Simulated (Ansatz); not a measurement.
**PBE/6-31G(d) (spherical functions) run of [SiF5]− (SMILES F[Si-](F)(F)(F)F)**

What is the vertical ionisation energy of [SiF5]− at PBE/6-31G* (spherical functions)? 

Program for the calculation: Ansatz 0.2.0.

16 further runs of the same task are left out: 14 that didn't finish, 2 set aside as unsound or not needed. Runs told in other sessions of the task aren't counted.

### Step 1. The system as given

The species is [SiF5]− (6 atoms), meant as a singlet with charge -1. SMILES: `F[Si-](F)(F)(F)F`. The shape is that of a PBE0-D4/def2-TZVPD optimisation.

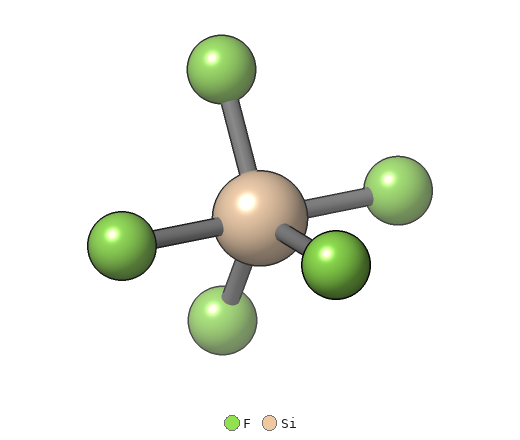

Viewed from a chosen angle; fluorine green, silicon light orange.

### Step 2. A single-point energy at PBE/6-31G(d) (spherical functions)

Input file job.yaml:

```yaml
crystal:
  periodic: [false, false, false]
  atoms:
    - {symbol: F, position_ang: [-0.716900, -1.106000, 1.023500]}
    - {symbol: Si, position_ang: [-0.000000, -0.000000, -0.000000]}
    - {symbol: F, position_ang: [-1.466700, 0.583500, -0.396400]}
    - {symbol: F, position_ang: [0.651500, -1.218400, -0.860200]}
    - {symbol: F, position_ang: [0.716500, 1.105800, -1.024000]}
    - {symbol: F, position_ang: [0.815500, 0.635100, 1.257000]}
basis:
  gaussian:
    orbitals: 6-31G_st_-spherical.json
total_charge: -1
hamiltonian:
  xc: {name: PBE}
accuracy: high
output: {orbitals: {seedname: orbitals}}
```

The basis set 6-31G* is read from a file made from the Basis Set Exchange's data (not shown).

On the command line:

```sh
$ ansatz run job.yaml --threads 1 --pin off --max-ram 3480MiB --events-out events.jsonl --progress --plain --runs-dir runs
```

Log:

```text
Warning: RAYON_NUM_THREADS=1 ignored (pool sized by the plan → 1); use --threads N
Functional definition: PBE
  name "PBE"
  parameter kappa = 0.804
  parameter beta = 0.06672455060314922
  exchange = pbe_x(kappa = kappa, mu = beta*pi^2/3)
  correlation = pbe_c(beta = beta)
1915 factors; integrals over basis functions are off by at most 3.6e-9 eV
mean field evaluation 1: about -21451.9657 eV, gradient 2.9e1 eV
mean field evaluation 2: about -21449.8317 eV, gradient 4.8e1 eV
mean field evaluation 4: about -21453.2157 eV, gradient 1.2e0 eV
mean field evaluation 8: about -21453.2137 eV, gradient 6.8e-3 eV
mean field evaluation 16: about -21453.2137 eV, gradient 8.8e-7 eV
mean field -21453.21373992 eV, -788.3910634315 hartree, gradient 4.1e-8 eV, S^2 0.000000; 0 other end points of the search recorded, 0 dependent functions left out
reference -21453.21374349 eV, -788.3910635627 hartree; 30, 30 occupied and 58, 58 virtual orbitals, 1915 factors
Total energy: -21453.21374349 eV, -788.3910635627 hartree
```

It took 6.3 s on 1 thread of Arm Neoverse V1, shared host; peak memory 0.22 GiB.

### Step 3. Doublet neutral SiF5

Input file run.yaml:

```yaml
crystal:
  periodic: [false, false, false]
  atoms:
    - {symbol: F, position_ang: [-0.716900, -1.106000, 1.023500]}
    - {symbol: Si, position_ang: [-0.000000, -0.000000, -0.000000]}
    - {symbol: F, position_ang: [-1.466700, 0.583500, -0.396400]}
    - {symbol: F, position_ang: [0.651500, -1.218400, -0.860200]}
    - {symbol: F, position_ang: [0.716500, 1.105800, -1.024000]}
    - {symbol: F, position_ang: [0.815500, 0.635100, 1.257000]}
basis:
  gaussian:
    orbitals: 6-31G_st_-spherical.json
magnetization:
  spin_polarized: true
  initial_magnetization: 1
hamiltonian:
  xc: {name: PBE}
accuracy: high
output:
  orbitals: {seedname: orbitals}
```

The basis set 6-31G* is read from a file made from the Basis Set Exchange's data (not shown).

On the command line:

```sh
$ ansatz run run.yaml --threads 1 --pin off --max-ram 3480MiB --events-out events.jsonl --progress --plain --runs-dir runs
```

Log:

```text
Warning: RAYON_NUM_THREADS=1 ignored (pool sized by the plan → 1); use --threads N
Functional definition: PBE
  name "PBE"
  parameter kappa = 0.804
  parameter beta = 0.06672455060314922
  exchange = pbe_x(kappa = kappa, mu = beta*pi^2/3)
  correlation = pbe_c(beta = beta)
1915 factors; integrals over basis functions are off by at most 3.6e-9 eV
mean field evaluation 1: about -21444.1825 eV, gradient 3.4e1 eV
mean field evaluation 2: about -21432.6567 eV, gradient 6.8e1 eV
mean field evaluation 4: about -21446.5071 eV, gradient 1.5e1 eV
mean field evaluation 8: about -21446.9651 eV, gradient 1.1e1 eV
mean field evaluation 16: about -21447.5919 eV, gradient 1.4e-3 eV
mean field evaluation 32: about -21447.5894 eV, gradient 4.2e-1 eV
mean field evaluation 64: about -21446.3814 eV, gradient 8.5e0 eV
mean field -21447.59186066 eV, -788.1844631795 hartree, gradient 1.5e-8 eV, S^2 0.751117; 8 other end points of the search recorded, 0 dependent functions left out
reference -21447.59186420 eV, -788.1844633094 hartree; 30, 29 occupied and 58, 59 virtual orbitals, 1915 factors
Total energy: -21447.59186420 eV, -788.1844633094 hartree
```

Run time: 39 s. Hardware: 1 thread of Arm Neoverse V1, shared host; peak memory 0.3 GiB.

### Step 4. Outcome

At PBE/6-31G* (spherical functions):

| quantity | value |
| --- | --- |
| singlet [SiF5]−: total energy | -788.39106 Eh |
| singlet [SiF5]−: HOMO energy | -1.79 eV |
| singlet [SiF5]−: LUMO energy | 6.95 eV |
| singlet [SiF5]−: HOMO–LUMO gap (to an unbound level, set by the basis) | 8.73 eV |
| doublet neutral SiF5: total energy | -788.18446 Eh |
| doublet neutral SiF5: HOMO energy (highest over α and β) | -9.32 eV |
| doublet neutral SiF5: ⟨S²⟩ | 0.751 |
| vertical detachment energy (to the doublet neutral) | 5.622 eV |

**Reading.** Removing an electron at fixed nuclei costs 5.62 eV (130 kcal/mol). The negative HOMO energy of the first species, 1.79 eV, lies 3.84 eV below that difference.
